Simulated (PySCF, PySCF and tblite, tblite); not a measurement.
# C3H11OPSi2: a path driven as pyramidal inversion, and NMR exchange

How fast is pyramidal inversion in C3H11OPSi2 (`CO/C(=C/[SiH3])[SiH2]P`), and when do the exchanging lines merge?

Programs: PySCF 2.14.0 with density-fitted response routines of our own, and tblite 0.8.0. All values are computed, except where a source is named. Atoms count from 0 throughout.

## 1. The starting structure

18 atoms, charge 0, multiplicity 1; geometry from: force field or distance geometry start.

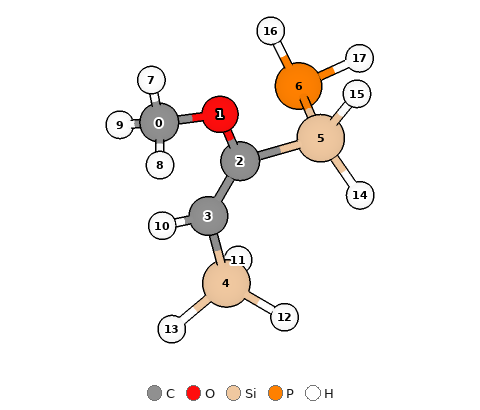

The starting geometry (carbon grey, oxygen red, silicon light orange, phosphorus orange, hydrogen white), atoms numbered.

## 2. GFN2-xTB relaxation, start minimum

What the job is given:

```
{"job": {"xc": "GFN2-xTB", "basis": "xTB", "kind": "relax"}, "charge": 0, "multiplicity": 1}
C      2.469000    -0.399800     1.184400
O      1.557100     0.566400     0.629400
C      0.460600     0.117100    -0.066200
C      0.166400    -1.173800    -0.307600
Si    -1.235100    -1.973800    -1.188100
Si    -0.611700     1.585700    -0.658000
P     -2.126000     1.958500     0.922200
H      3.259700     0.150800     1.712100
H      2.931000    -0.995400     0.394600
H      1.949800    -1.037900     1.919400
H      0.819100    -1.960600     0.071700
H     -2.531900    -1.519200    -0.633200
H     -1.172600    -1.618000    -2.624500
H     -1.127000    -3.445900    -1.057400
H     -1.301000     1.285900    -1.931000
H      0.214100     2.813000    -0.800200
H     -1.223500     2.409800     1.920000
H     -2.506600     3.243600     0.500800
```

Command:

```console
$ OMP_NUM_THREADS=1 python ens_run.py task.json out
```

This one command runs the whole study; its stages follow in the order run.

Standard output:

```text
step      E/eV     max force
  0    -599.37100    1.120
  1    -599.42373    0.548
  2    -599.45087    0.478
  3    -599.46854    0.346
  4    -599.49033    0.370
  5    -599.50317    0.255
  6    -599.50896    0.167
  7    -599.51168    0.164
  8    -599.51391    0.144
  9    -599.51652    0.123
 10    -599.51950    0.151
 11    -599.52286    0.157
 12    -599.52596    0.116
 13    -599.52827    0.135
 14    -599.52997    0.109
 15    -599.53141    0.085
 16    -599.53268    0.080
 17    -599.53365    0.060
 18    -599.53431    0.060
 19    -599.53491    0.070
 20    -599.53565    0.086
 21    -599.53647    0.064
 22    -599.53713    0.056
 23    -599.53763    0.045
 24    -599.53816    0.067
 25    -599.53880    0.074
 26    -599.53939    0.054
 27    -599.53973    0.041
 28    -599.53990    0.027
 29    -599.54003    0.033
 30    -599.54017    0.029
 31    -599.54029    0.024
 32    -599.54039    0.025
 33    -599.54049    0.024
 34    -599.54061    0.027
 35    -599.54071    0.027
 36    -599.54079    0.022
 37    -599.54084    0.015
 38    -599.54090    0.024
 39    -599.54098    0.030
 40    -599.54106    0.025
 41    -599.54113    0.019
 42    -599.54117    0.016
 43    -599.54121    0.016
 44    -599.54125    0.019
 45    -599.54129    0.014
 46    -599.54133    0.016
 47    -599.54137    0.016
 48    -599.54142    0.024
 49    -599.54148    0.029
 50    -599.54155    0.022
 51    -599.54161    0.019
 52    -599.54167    0.022
 53    -599.54174    0.022
 54    -599.54180    0.020
 55    -599.54186    0.016
 56    -599.54190    0.013
 57    -599.54195    0.018
 58    -599.54201    0.021
 59    -599.54206    0.019
 60    -599.54210    0.013
 61    -599.54213    0.011
 62    -599.54215    0.015
 63    -599.54218    0.017
 64    -599.54221    0.013
 65    -599.54223    0.012
 66    -599.54226    0.012
 67    -599.54229    0.017
 68    -599.54235    0.023
 69    -599.54240    0.019
 70    -599.54243    0.014
 71    -599.54245    0.013
 72    -599.54247    0.017
 73    -599.54253    0.031
 74    -599.54263    0.043
 75    -599.54276    0.039
 76    -599.54288    0.024
 77    -599.54295    0.023
 78    -599.54301    0.020
 79    -599.54309    0.029
 80    -599.54318    0.023
 81    -599.54324    0.015
 82    -599.54327    0.015
 83    -599.54329    0.016
 84    -599.54332    0.021
 85    -599.54335    0.018
 86    -599.54338    0.009
 87    -599.54339    0.009
 88    -599.54340    0.009
 89    -599.54342    0.014
 90    -599.54345    0.015
 91    -599.54348    0.014
 92    -599.54350    0.014
 93    -599.54352    0.013
 94    -599.54356    0.016
 95    -599.54361    0.018
 96    -599.54366    0.016
 97    -599.54370    0.016
 98    -599.54373    0.015
 99    -599.54378    0.018
100    -599.54386    0.025
101    -599.54395    0.026
102    -599.54405    0.026
103    -599.54413    0.035
104    -599.54422    0.037
105    -599.54432    0.027
106    -599.54446    0.035
107    -599.54455    0.036
108    -599.54464    0.023
109    -599.54468    0.012
110    -599.54470    0.011
111    -599.54472    0.014
112    -599.54474    0.014
113    -599.54477    0.008
114    -599.54478    0.009
115    -599.54480    0.009
116    -599.54481    0.009
117    -599.54482    0.006
118    -599.54483    0.005
119    -599.54484    0.007
120    -599.54485    0.008
121    -599.54486    0.009
122    -599.54488    0.008
123    -599.54489    0.007
124    -599.54490    0.006
125    -599.54491    0.007
126    -599.54492    0.007
127    -599.54493    0.007
128    -599.54494    0.007
129    -599.54495    0.006
130    -599.54495    0.006
131    -599.54496    0.005
132    -599.54496    0.005
133    -599.54497    0.007
134    -599.54498    0.007
135    -599.54498    0.007
136    -599.54499    0.006
137    -599.54500    0.006
138    -599.54500    0.007
139    -599.54501    0.005
140    -599.54502    0.006
141    -599.54502    0.006
142    -599.54503    0.007
143    -599.54504    0.006
144    -599.54504    0.005
145    -599.54505    0.007
146    -599.54505    0.006
147    -599.54506    0.008
148    -599.54507    0.007
149    -599.54508    0.009
150    -599.54509    0.011
151    -599.54510    0.011
152    -599.54512    0.011
153    -599.54513    0.009
154    -599.54514    0.008
155    -599.54515    0.012
156    -599.54517    0.015
157    -599.54519    0.013
158    -599.54520    0.008
159    -599.54521    0.008
160    -599.54521    0.008
161    -599.54522    0.009
162    -599.54524    0.010
163    -599.54525    0.007
164    -599.54526    0.008
165    -599.54527    0.008
166    -599.54528    0.009
167    -599.54529    0.012
168    -599.54530    0.011
169    -599.54530    0.006
170    -599.54531    0.004
171    -599.54531    0.003
172    -599.54532    0.005
173    -599.54532    0.005
174    -599.54532    0.003
175    -599.54532    0.003
176    -599.54532    0.003
```

It took 1.3 s on 1 thread of AMD EPYC 9R14, shared host.

The energy fell by 0.174 eV, and the atoms moved 0.22 Å (root mean square).

## 3. Relaxed scan, inversion

What the job is given:

```
{"job": {"xc": "GFN2-xTB", "basis": "xTB", "coordinate": [["t", [17, 5, 16, 6], 0.3333333333333333], ["t", [5, 16, 17, 6], 0.3333333333333333], ["t", [16, 17, 5, 6], 0.3333333333333333]], "kind": "drive"}, "charge": 0, "multiplicity": 1}
C      2.511947    -0.337042     1.129968
O      1.578347     0.559911     0.579009
C      0.485275     0.063034    -0.081176
C      0.209680    -1.225818    -0.282566
Si    -1.305270    -1.869556    -1.169808
Si    -0.547867     1.562198    -0.604459
P     -2.231659     1.750592     0.867601
H      3.274079     0.277499     1.606510
H      2.974187    -0.955198     0.353422
H      2.045402    -0.986817     1.877739
H      0.898098    -1.975484     0.090928
H     -2.500872    -1.103420    -0.811227
H     -1.105403    -1.814516    -2.624207
H     -1.479744    -3.273282    -0.779264
H     -1.150712     1.366840    -1.926955
H      0.358907     2.714876    -0.625994
H     -1.441203     2.218280     1.904727
H     -2.581951     3.034221     0.484095
```

Standard output:

```text
point  coordinate     E/eV
  0     42.500     -599.39582
  1     30.100     -599.02796
  2     15.800     -598.65153
  3      0.300     -598.46841
  4    -15.500     -598.61031
  5    -30.100     -598.99165
  6    -42.500     -599.38355
  7    -52.000     -599.52832
```

It took 1.8 s on 1 thread of AMD EPYC 9R14, shared host.

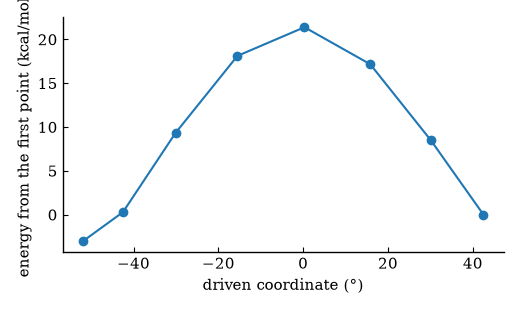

Energy along the scan.

## 4. Nudged elastic band, leg 1

Changed since step 3:

```diff
@@ -1,2 +1,2 @@
-{"job": {"xc": "GFN2-xTB", "basis": "xTB", "coordinate": [["t", [17, 5, 16, 6], 0.3333333333333333], ["t", [5, 16, 17, 6], 0.3333333333333333], ["t", [16, 17, 5, 6], 0.3333333333333333]], "kind": "drive"}, "charge": 0, "multiplicity": 1}
+{"job": {"xc": "GFN2-xTB", "basis": "xTB", "kind": "neb"}, "charge": 0, "multiplicity": 1}
 C      2.511947    -0.337042     1.129968
```

Standard output:

```text
image   E - E0 / eV
  0       0.0000
  1       0.2567
  2       1.0819
  3       0.0662
  4       0.0169
  5       0.0069
  6       0.0032
```

It took 3.4 s on 1 thread of AMD EPYC 9R14, shared host; peak memory 0.19 GiB.

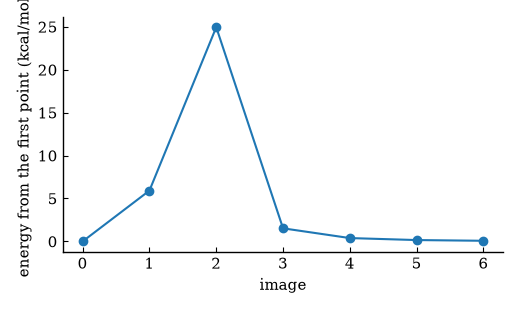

Energy along the band.

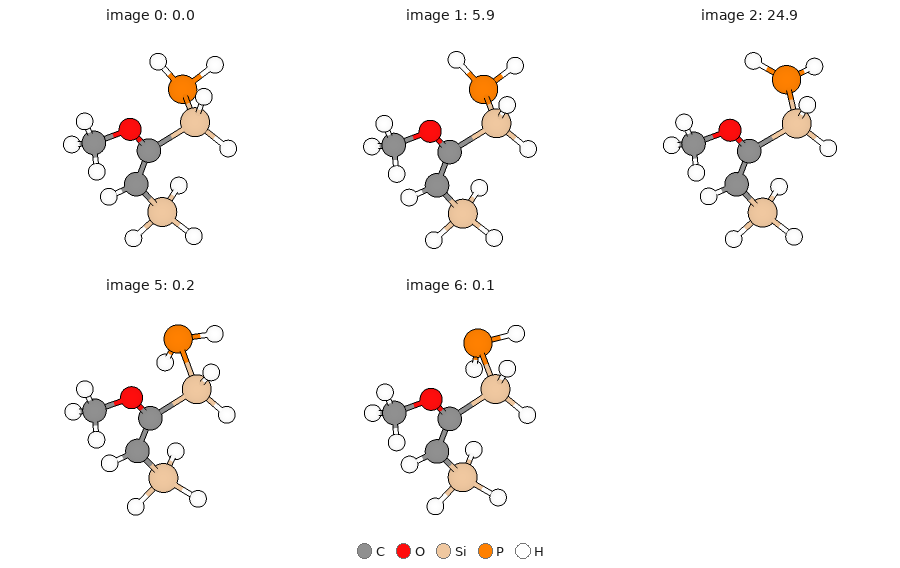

Images along the band, with energies in kcal/mol.

## 5. Saddle search, leg 1

What the job is given:

```
{"job": {"xc": "GFN2-xTB", "basis": "xTB", "kind": "saddle"}, "charge": 0, "multiplicity": 1}
C      2.523073    -0.359751     1.133785
O      1.606013     0.547727     0.573191
C      0.508948     0.069476    -0.092182
C      0.205751    -1.215704    -0.276585
Si    -1.299164    -1.868436    -1.174731
Si    -0.416221     1.604974    -0.702499
P     -1.827514     2.226699     0.839723
H      3.289513     0.247100     1.613116
H      2.982875    -0.986134     0.361750
H      2.045020    -1.000959     1.881469
H      0.871769    -1.969283     0.128851
H     -2.508590    -1.125583    -0.821600
H     -1.089636    -1.813781    -2.627762
H     -1.461244    -3.274960    -0.787473
H     -1.250470     1.359112    -1.878263
H      0.603103     2.637174    -0.938508
H     -1.798502     2.049611     2.174222
H     -2.984726     2.872717     0.593497
```

Standard output:

```text
step      E/eV     max force
  0    -598.46343   0.0230
  1    -598.46692   0.0330
  2    -598.46933   0.1180
  3    -598.46828   0.0277
  4    -598.46977   0.0391
  5    -598.47097   0.0461
  6    -598.47189   0.0361
  7    -598.47291   0.0749
  8    -598.47230   0.0272
  9    -598.47283   0.0344
 10    -598.47332   0.0377
 11    -598.47391   0.0263
 12    -598.47459   0.0496
 13    -598.47512   0.0571
 14    -598.47556   0.0672
 15    -598.47552   0.0772
 16    -598.47610   0.0203
 17    -598.47590   0.0951
 18    -598.47627   0.0086
 19    -598.47633   0.0200
 20    -598.47636   0.0106
 21    -598.47637   0.0028
lowest wavenumbers (cm-1): -767.9 30.2 56.7 66.3 112.9 125.0
```

Run time: 9.3 s. Hardware: 1 thread of AMD EPYC 9R14, shared host; peak memory 0.2 GiB.

Point group C1; 1 imaginary mode, 768i cm⁻¹, carried by H17, H16, P6. Steps downhill from it reached both ends.

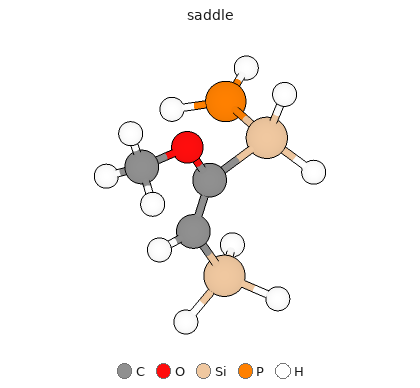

The saddle point.

## 6. Shieldings, start: B3LYP/pcSseg-1

What the job is given:

```
{"job": {"kind": "nmr", "xc": "B3LYP", "basis": "pcSseg-1", "pop": false}, "charge": 0, "multiplicity": 1}
C      2.511947    -0.337042     1.129968
O      1.578347     0.559911     0.579009
C      0.485275     0.063034    -0.081176
C      0.209680    -1.225818    -0.282566
Si    -1.305270    -1.869556    -1.169808
Si    -0.547867     1.562198    -0.604459
P     -2.231659     1.750592     0.867601
H      3.274079     0.277499     1.606510
H      2.974187    -0.955198     0.353422
H      2.045402    -0.986817     1.877739
H      0.898098    -1.975484     0.090928
H     -2.500872    -1.103420    -0.811227
H     -1.105403    -1.814516    -2.624207
H     -1.479744    -3.273282    -0.779264
H     -1.150712     1.366840    -1.926955
H      0.358907     2.714876    -0.625994
H     -1.441203     2.218280     1.904727
H     -2.581951     3.034221     0.484095
```

Standard output:

```text
coarse grid: 16040 points
cycle   1  E = -1116.3513247153  dE =  4.889e-01  |g| = 5.745e-01  |ddm| = 3.795e+00
cycle   2  E = -1116.2863427957  dE =  6.498e-02  |g| = 8.218e-01  |ddm| = 1.148e+00
cycle   3  E = -1116.4163663218  dE = -1.300e-01  |g| = 1.237e-01  |ddm| = 7.361e-01
cycle   4  E = -1116.4183639850  dE = -1.998e-03  |g| = 6.417e-02  |ddm| = 1.401e-01
cycle   5  E = -1116.4193211689  dE = -9.572e-04  |g| = 1.613e-02  |ddm| = 6.990e-02
cycle   6  E = -1116.4193800056  dE = -5.884e-05  |g| = 6.231e-03  |ddm| = 2.106e-02
cycle   7  E = -1116.4193899217  dE = -9.916e-06  |g| = 1.078e-03  |ddm| = 7.007e-03
final grid: 139704 points
cycle   8  E = -1116.4740812757  dE = -2.543e-05  |g| = 6.340e-03  |ddm| = 2.352e-02
cycle   9  E = -1116.4740703839  dE =  1.089e-05  |g| = 9.758e-03  |ddm| = 1.193e-02
cycle  10  E = -1116.4740894652  dE = -1.908e-05  |g| = 1.618e-03  |ddm| = 7.694e-03
cycle  11  E = -1116.4740900280  dE = -5.628e-07  |g| = 2.999e-04  |ddm| = 1.694e-03
cycle  12  E = -1116.4740900483  dE = -2.028e-08  |g| = 1.207e-04  |ddm| = 3.897e-04
cycle  13  E = -1116.4740900517  dE = -3.370e-09  |g| = 3.312e-05  |ddm| = 1.128e-04
cycle  14  E = -1116.4740900519  dE = -2.403e-10  |g| = 5.898e-06  |ddm| = 3.416e-05
converged SCF energy = -1116.4740900519

GIAO shielding tensors (ppm)
atom      isotropic    diamagn.    paramagn.     s11        s22        s33       span
  0 C      126.185     244.450    -118.265     92.349    113.570    172.635     80.286
  1 O      168.973     400.901    -231.928     29.947    194.453    282.519    252.572
  2 C        0.052     257.568    -257.517   -111.067     19.105     92.117    203.184
  3 C       85.166     262.462    -177.297     -9.273     87.012    177.759    187.032
  4 Si     421.914     880.508    -458.594    404.782    406.521    454.439     49.657
  5 Si     388.056     882.180    -494.124    363.531    389.436    411.201     47.670
  6 P      601.599     967.655    -366.056    534.802    591.132    678.862    144.060
  7 H       27.711      28.540      -0.829     23.749     26.245     33.139      9.390
  8 H       28.271      29.838      -1.567     25.094     25.674     34.044      8.950
  9 H       28.337      30.726      -2.389     25.333     25.870     33.808      8.475
 10 H       27.037      34.493      -7.456     24.261     26.247     30.602      6.341
 11 H       27.345      29.948      -2.603     22.999     28.179     30.857      7.858
 12 H       27.588      29.447      -1.859     24.304     25.664     32.795      8.491
 13 H       27.736      29.137      -1.401     24.592     25.720     32.896      8.304
 14 H       27.285      30.814      -3.529     24.142     26.339     31.375      7.233
 15 H       27.091      30.623      -3.532     23.463     25.726     32.084      8.620
 16 H       30.695      31.080      -0.385     25.234     28.573     38.279     13.045
 17 H       30.878      29.342       1.536     25.824     27.081     39.727     13.903
```

It took 20 s on 1 thread of AMD EPYC 9R14, shared host; peak memory 1 GiB.

In short: HOMO -6.71 eV, LUMO -0.69 eV; dipole 1.90 D.

[end of part 1 of 2]
